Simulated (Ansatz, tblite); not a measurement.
# In10N9 wurtzite ring sphere (In10N9H26−): one state, many levels, part 2 of 2

How do method and basis change the picture of In10N9 wurtzite ring sphere (In10N9H26−) (singlet)?

Ansatz 0.2.0, Gaussian basis; as each input shows. The steps go on from the part before.

### 9 PBE0-D4/def2-TZVP

The input, in.yaml:

```yaml
crystal:
  periodic: [false, false, false]
  atoms:
    - {symbol: In, position_ang: [0.507484, -3.825337, -0.500911]}
    - {symbol: N, position_ang: [0.541721, -3.674722, 1.770364]}
    - {symbol: In, position_ang: [0.748501, -1.755459, -3.210768]}
    - {symbol: N, position_ang: [-1.109472, -0.641032, -3.772025]}
    - {symbol: N, position_ang: [0.597995, -1.716645, -1.026214]}
    - {symbol: In, position_ang: [-1.203253, -0.694411, -0.402614]}
    - {symbol: In, position_ang: [0.580672, -1.675431, 2.708213]}
    - {symbol: N, position_ang: [-1.088246, -0.627484, 1.822884]}
    - {symbol: In, position_ang: [-1.145559, 1.525427, -3.211405]}
    - {symbol: N, position_ang: [-1.186880, 1.376427, -1.026784]}
    - {symbol: In, position_ang: [-3.057849, 2.353468, -0.501743]}
    - {symbol: In, position_ang: [-1.160003, 1.342104, 2.707675]}
    - {symbol: N, position_ang: [-2.909915, 2.309512, 1.769544]}
    - {symbol: In, position_ang: [2.411221, -0.844461, -0.324604]}
    - {symbol: N, position_ang: [2.259954, -0.649028, 1.850796]}
    - {symbol: N, position_ang: [2.197468, 1.267639, -0.981772]}
    - {symbol: In, position_ang: [0.475696, 2.509899, -0.325493]}
    - {symbol: In, position_ang: [2.479977, 1.431273, 2.560806]}
    - {symbol: N, position_ang: [0.569128, 2.281879, 1.850005]}
    - {symbol: H, position_ang: [-1.054576, -4.535230, -0.801298]}
    - {symbol: H, position_ang: [2.038588, -4.610372, -0.810728]}
    - {symbol: H, position_ang: [-0.270092, -4.183248, 2.133060]}
    - {symbol: H, position_ang: [1.346497, -4.211021, 2.107592]}
    - {symbol: H, position_ang: [0.527164, -3.385148, -3.810274]}
    - {symbol: H, position_ang: [2.049168, -0.711971, -3.743673]}
    - {symbol: H, position_ang: [-1.934867, -1.117464, -3.393526]}
    - {symbol: H, position_ang: [-1.219969, -0.705021, -4.788507]}
    - {symbol: H, position_ang: [-2.676913, -1.544984, -0.805791]}
    - {symbol: H, position_ang: [0.548858, -1.889813, 4.437432]}
    - {symbol: H, position_ang: [-1.936825, -1.116933, 2.134940]}
    - {symbol: H, position_ang: [-2.667811, 2.148175, -3.810742]}
    - {symbol: H, position_ang: [0.408285, 2.129917, -3.744911]}
    - {symbol: H, position_ang: [-4.454121, 1.355899, -0.800925]}
    - {symbol: H, position_ang: [-2.971596, 4.071680, -0.812945]}
    - {symbol: H, position_ang: [-1.361548, 1.422212, 4.436873]}
    - {symbol: H, position_ang: [-3.756774, 1.862196, 2.132756]}
    - {symbol: H, position_ang: [-2.970562, 3.274974, 2.106003]}
    - {symbol: H, position_ang: [3.975239, -1.464269, -0.766563]}
    - {symbol: H, position_ang: [3.102351, -1.110048, 2.218267]}
    - {symbol: H, position_ang: [2.153106, 1.241736, -2.007942]}
    - {symbol: H, position_ang: [3.064056, 1.767738, -0.761089]}
    - {symbol: H, position_ang: [0.721828, 4.174031, -0.767952]}
    - {symbol: H, position_ang: [2.468504, 1.425181, 4.309988]}
    - {symbol: H, position_ang: [3.771732, 2.176140, 1.636836]}
    - {symbol: H, position_ang: [0.591585, 3.242034, 2.217164]}
basis:
  gaussian: {orbitals: def2-TZVP, fitting: {mean_field: def2-universal-jkfit}, initial_orbitals: start.molden}
total_charge: -1
hamiltonian: {xc: pbe0, dispersion: d4}
scf: {omitted_lower_state_checks: [starts]}
output: {orbitals: {seedname: orbitals}}
```

On the command line:

```
> ansatz run in.yaml --threads 2 --pin off --events-out ev --progress --plain --max-ram 31744MiB --backend cuda --devices 0, --max-vram 18GiB
```

What it wrote:

```text
Functional definition: PBE0
  name "PBE0"
  cite "Adamo & Barone, J. Chem. Phys. 110, 6158 (1999) doi:10.1063/1.478522"
  cite "Perdew, Burke & Ernzerhof, Phys. Rev. Lett. 77, 3865 (1996) doi:10.1103/PhysRevLett.77.3865"
  parent pbe
  parameter a = 0.25
  parameter kappa = 0.804
  parameter beta = 0.06672455060314922
  exchange = (1 - a)*pbe_x(kappa = kappa, mu = beta*pi^2/3) + a*exact_x
  correlation = pbe_c(beta = beta)
these checks for a lower state are left out or cut short: starts
3341 factors; integrals over basis functions are off by at most 5.9e-1 eV
mean field evaluation 1: about -65563.6800 eV, gradient 2.1e2 eV
mean field evaluation 2: about -65572.3907 eV, gradient 9.3e0 eV
mean field evaluation 4: about -65572.6426 eV, gradient 2.2e-1 eV
mean field evaluation 8: about -65572.6429 eV, gradient 2.0e-5 eV
mean field -65572.64287815 eV, -2409.7501790383 hartree, gradient 2.0e-5 eV, S^2 0.000000; 0 other end points of the search recorded, 0 dependent functions left out
reference -65572.64299618 eV, -2409.7501833759 hartree; 150, 150 occupied and 785, 785 virtual orbitals, 3341 factors
Total energy: -65575.21021503 eV, -2409.8445269283 hartree
Checks for a lower state left out: starts
```

Wall time 7 s (1 × H100 (card shared with other runs) with 2 threads of AMD EPYC 7R13, shared host); peak host memory 1.2 GiB.

HOMO -4.08 eV, LUMO 1.47 eV.

### 10 PBE-D4/def2-TZVP

Edit in.yaml of step 9 so:

```diff
@@ -51,3 +51,3 @@
 total_charge: -1
-hamiltonian: {xc: pbe0, dispersion: d4}
+hamiltonian: {xc: pbe, dispersion: d4}
 scf: {omitted_lower_state_checks: [starts]}
```

The command is unchanged.

What it wrote:

```text
Functional definition: PBE
  name "PBE"
  cite "Perdew, Burke & Ernzerhof, Phys. Rev. Lett. 77, 3865 (1996) doi:10.1103/PhysRevLett.77.3865"
  parent pbe
  parameter kappa = 0.804
  parameter beta = 0.06672455060314922
  exchange = pbe_x(kappa = kappa, mu = beta*pi^2/3)
  correlation = pbe_c(beta = beta)
these checks for a lower state are left out or cut short: starts
3341 factors; integrals over basis functions are off by at most 5.9e-1 eV
mean field evaluation 1: about -65561.5227 eV, gradient 2.1e2 eV
mean field evaluation 2: about -65571.2458 eV, gradient 1.1e1 eV
mean field evaluation 4: about -65571.6456 eV, gradient 3.6e-1 eV
mean field evaluation 8: about -65571.6465 eV, gradient 9.5e-6 eV
mean field -65571.64653590 eV, -2409.7135641361 hartree, gradient 9.5e-6 eV, S^2 0.000000; 0 other end points of the search recorded, 0 dependent functions left out
reference -65571.64669115 eV, -2409.7135698415 hartree; 150, 150 occupied and 785, 785 virtual orbitals, 3341 factors
Total energy: -65574.49415138 eV, -2409.8182120746 hartree
Checks for a lower state left out: starts
```

It took 6 s on 1 × H100 (card shared with other runs) with 2 threads of AMD EPYC 7R13, shared host; peak host memory 1.2 GiB.

HOMO -2.97 eV, LUMO 0.67 eV.

### 11 MP2/def2-SVP

Edit in.yaml of step 10 so:

```diff
@@ -49,5 +49,5 @@
 basis:
-  gaussian: {orbitals: def2-TZVP, fitting: {mean_field: def2-universal-jkfit}, initial_orbitals: start.molden}
+  gaussian: {orbitals: def2-SVP, initial_orbitals: start.molden}
 total_charge: -1
-hamiltonian: {xc: pbe, dispersion: d4}
+correlation: {method: mp2}
 scf: {omitted_lower_state_checks: [starts]}
```

Launched as before.

What it wrote:

```text
Functional definition: HF
  name "HF"
  cite "Fock, Z. Phys. 61, 126 (1930) doi:10.1007/BF01340294"
  parent pbe
  exchange = exact_x
  correlation = 0
these checks for a lower state are left out or cut short: starts
6008 factors; integrals over basis functions are off by at most 1.4e-3 eV
mean field evaluation 1: about -65224.6705 eV, gradient 3.7e1 eV
mean field evaluation 2: about -65229.2759 eV, gradient 3.5e0 eV
mean field evaluation 4: about -65229.5360 eV, gradient 3.0e-1 eV
mean field evaluation 8: about -65229.5363 eV, gradient 2.0e-6 eV
mean field -65229.53627583 eV, -2397.1412439690 hartree, gradient 2.0e-6 eV, S^2 0.000000; 0 other end points of the search recorded, 0 dependent functions left out
49 core orbitals not correlated: weight in the atoms' cores, before any rotation towards them, 1.000 or more for the frozen orbitals, at most 0.000 for the correlated occupied ones
reference -65229.53627583 eV, -2397.1412439690 hartree; 101, 101 occupied and 366, 366 virtual orbitals, 6008 factors
second order -71.48015934 eV of doubles, -0.00000000 eV of singles
Total energy: -65301.01643517 eV, -2399.7680913736 hartree
Checks for a lower state left out: starts
```

Wall time 8.5 s (1 × H100 (card shared with other runs) with 2 threads of AMD EPYC 7R13, shared host); peak host memory 1.5 GiB.

Hartree-Fock HOMO -6.82 eV, LUMO 4.69 eV.

### 12 RPA/def2-SVP

Edit in.yaml of step 11 so:

```diff
@@ -51,4 +51,4 @@
 total_charge: -1
-correlation: {method: mp2}
+hamiltonian: {xc: pbe}
+correlation: {method: rpa}
 scf: {omitted_lower_state_checks: [starts]}
-output: {orbitals: {seedname: orbitals}}
```

Launched as before.

What it wrote:

```text
Functional definition: PBE
  name "PBE"
  cite "Perdew, Burke & Ernzerhof, Phys. Rev. Lett. 77, 3865 (1996) doi:10.1103/PhysRevLett.77.3865"
  parent pbe
  parameter kappa = 0.804
  parameter beta = 0.06672455060314922
  exchange = pbe_x(kappa = kappa, mu = beta*pi^2/3)
  correlation = pbe_c(beta = beta)
these checks for a lower state are left out or cut short: starts
6008 factors; integrals over basis functions are off by at most 1.4e-3 eV
mean field evaluation 1: about -65552.4683 eV, gradient 1.4e1 eV
mean field evaluation 2: about -65553.1036 eV, gradient 5.1e-1 eV
mean field evaluation 4: about -65553.0862 eV, gradient 2.1e-3 eV
mean field -65553.08622789 eV, -2409.0314853972 hartree, gradient 5.1e-6 eV, S^2 0.000000; 0 other end points of the search recorded, 0 dependent functions left out
49 core orbitals not correlated: weight in the atoms' cores, before any rotation towards them, 1.000 or more for the frozen orbitals, at most 0.000 for the correlated occupied ones
reference -65220.47704909 eV, -2396.8083235270 hartree; 101, 101 occupied and 366, 366 virtual orbitals, 6008 factors
Total energy: -65338.84172277 eV, -2401.1581450542 hartree
Checks for a lower state left out: starts
```

Run time: 13 s. Hardware: 1 × H100 (card shared with other runs) with 2 threads of AMD EPYC 7R13, shared host; peak host memory 4.3 GiB.

### 13 Comparison

```
             level  functions  HOMO (eV)  LUMO (eV)  gap (eV)   time
   PBE-D4/def2-SVP        516      -2.86       0.99      3.86  6.5 s
  PBE-D4/def2-TZVP        935      -2.97       0.67      3.64    6 s
  BLYP-D4/def2-SVP        516      -2.70       1.11      3.81  3.4 s
r2SCAN-D4/def2-SVP        516      -3.09       1.20      4.30  5.5 s
  PBE0-D4/def2-SVP        516      -4.00       1.83      5.83    6 s
 PBE0-D4/def2-TZVP        935      -4.08       1.47      5.55    7 s
  ωB97X-V/def2-SVP        516      -6.21       3.74      9.95    9 s
```

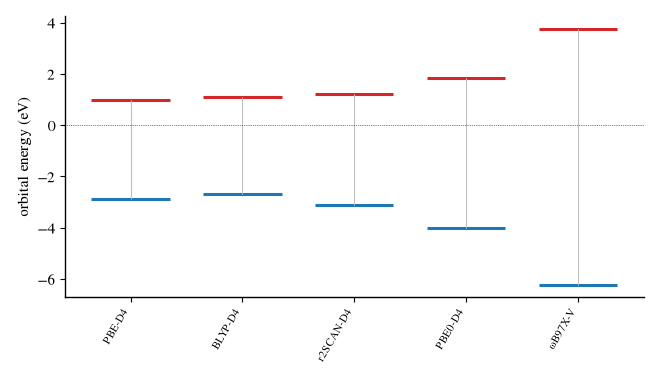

Highest filled (blue) and lowest empty (red) level in def2-SVP.

Energy pieces by basis (eV):

| basis | HF | MP2 correlation | total |
| --- | --- | --- | --- |
| def2-SVP | -65229.5363 | -71.4802 | -65301.0164 (MP2) |

### 14 What came out

What follows sums up all 2 parts.

```
                                                quantity                                 value
gap in def2-SVP, named functionals, smallest and largest  3.81 eV (BLYP-D4), 9.95 eV (ωB97X-V)
                        correlation energy, MP2/def2-SVP                             -71.48 eV
         PBE0 total energy, smallest basis above largest        17.98 eV (def2-SVP, def2-TZVP)
```

What this shows: Over the named functionals in def2-SVP the gap runs from 3.81 eV (BLYP-D4) to 9.95 eV (ωB97X-V); exact exchange widens it.

The slowest run with a step of its own, PBE-QIDH/def2-SVP, took 17 s; the quickest functional in def2-SVP took 3.4 s (shared host).
